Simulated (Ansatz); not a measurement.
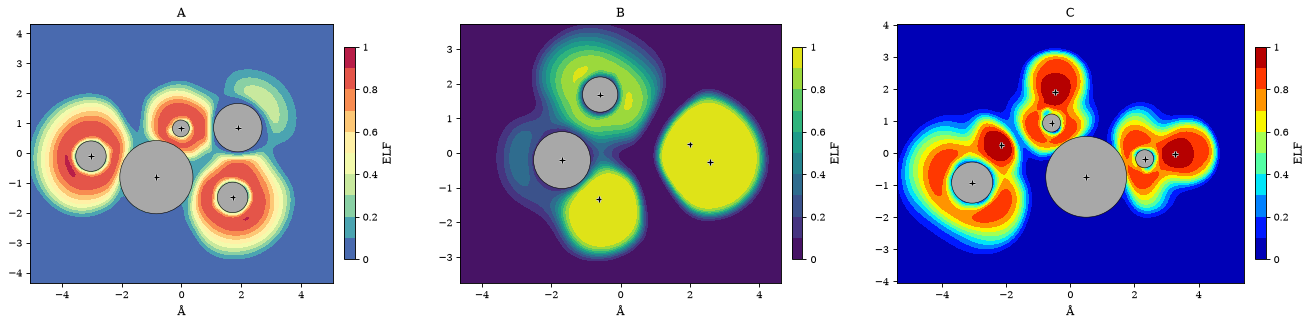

The electron localisation function of 3 systems, each on a plane through atoms (crosses mark nuclei in the plane; grey discs cover the cores).

Computed with Ansatz, RKS PBE/def2-SVP.

System 1: AlCl₄H₂OTa···HCl, the plane of atoms Cl6, Ta1 and O7. Core potentials replace the inner electrons of Ta.

```json
{"atom": "Ta", "x (Å)": "-0.3895", "y (Å)": "-0.1121", "z (Å)": "0.1976"}
{"atom": "Cl", "x (Å)": "3.5925", "y (Å)": "-1.2360", "z (Å)": "0.5033"}
{"atom": "Cl", "x (Å)": "0.6580", "y (Å)": "1.6623", "z (Å)": "1.2170"}
{"atom": "Cl", "x (Å)": "0.3965", "y (Å)": "0.2960", "z (Å)": "-1.9261"}
{"atom": "Cl", "x (Å)": "-2.5220", "y (Å)": "0.4978", "z (Å)": "0.8255"}
{"atom": "Cl", "x (Å)": "-1.5555", "y (Å)": "-2.2305", "z (Å)": "-0.8574"}
{"atom": "O", "x (Å)": "0.3858", "y (Å)": "-1.4723", "z (Å)": "1.1354"}
{"atom": "Al", "x (Å)": "-0.2352", "y (Å)": "-3.2427", "z (Å)": "0.7919"}
{"atom": "H", "x (Å)": "0.9232", "y (Å)": "-4.0743", "z (Å)": "0.0879"}
{"atom": "H", "x (Å)": "-1.1880", "y (Å)": "-3.7096", "z (Å)": "1.9779"}
{"atom": "H", "x (Å)": "2.4383", "y (Å)": "-1.4521", "z (Å)": "1.0713"}
```

System 2: BrF₂H₃O₂Zr, the plane of atoms Zr1, Br8 and H9. Core potentials replace the inner electrons of Zr.

```yaml
atoms:
  - { symbol: Zr, position_ang: [-0.1168, -0.1024, -0.0435] }
  - { symbol: O, position_ang: [-0.1787, -0.2479, 1.9434] }
  - { symbol: H, position_ang: [-0.6294, 0.1390, 2.7124] }
  - { symbol: F, position_ang: [1.6260, 0.3717, -0.6923] }
  - { symbol: O, position_ang: [-1.2733, 1.3511, -0.4896] }
  - { symbol: H, position_ang: [-1.8328, 2.0548, -0.8445] }
  - { symbol: F, position_ang: [-0.8457, -1.6490, -0.9151] }
  - { symbol: Br, position_ang: [1.7935, -2.6112, 1.6080] }
  - { symbol: H, position_ang: [0.8870, -1.5674, 2.1472] }
```

System 3: ClGeH₃···H₂, the plane of atoms H3, Ge1 and Cl6. 

```yaml
atoms:
  - { symbol: Ge, position_ang: [-0.5423, 0.0000, -0.7605] }
  - { symbol: H, position_ang: [0.2793, 0.0000, 3.4198] }
  - { symbol: H, position_ang: [0.7629, 0.0000, 0.0700] }
  - { symbol: H, position_ang: [-0.6749, 1.2786, -1.6214] }
  - { symbol: H, position_ang: [-0.6749, -1.2786, -1.6214] }
  - { symbol: Cl, position_ang: [-2.2005, 0.0000, 0.6642] }
  - { symbol: H, position_ang: [-0.3196, 0.0000, 2.9377] }
```

Match each panel to its system.

Answer. Panel A is system 1, AlCl₄H₂OTa···HCl: the plane holds Ta, Cl, O and Al. Ta–O (1.83 Å): the ELF peaks at about 0.80 in the valence shell of O, 0.5 Å from its nucleus, and drops to about 0.30 between the two atoms. Panel B is system 3, ClGeH₃···H₂: the plane holds Ge, H and Cl. Cl6···H7 (2.95 Å): the ELF dips to about 0 between them: a non-bonded, intermolecular contact. Panel C is system 2, BrF₂H₃O₂Zr: the plane holds Zr, O, H and Br. Zr–O (1.91 Å): the ELF peaks at about 0.80 in the valence shell of O, 0.5 Å from its nucleus, and drops to about 0.20 between the two atoms.
